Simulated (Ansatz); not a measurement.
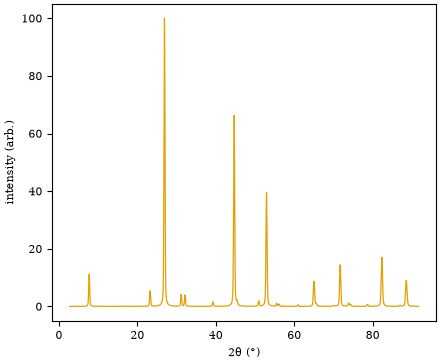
Figure: Simulated powder pattern, Cu Kα, λ = 1.54184 Å

The pattern belongs to a structure relaxed with DFT-PBE in the program Ansatz with PAW potentials.

### Question
Pick the material that matches.
A) AlGaAs2, P-4m2 (Pearson symbol tP8)
B) AlBN2, chalcopyrite
C) AlMo2C, P6_3/mmc (Al on 2d, Mo on 4f, C on 2a)
D) GaAs, zinc blende

### Answer
A, AlGaAs2, P-4m2 (Pearson symbol tP8)

The start of the workflow was typed in or built on a structure type; neither database checked (COD, Materials Project) lists it. Its standing as an ambient phase is unchecked. Symmetry was held in the PBE relaxation; its stability against distortions is not shown here.

Potentials: the earlier of the program's two PAW sets.
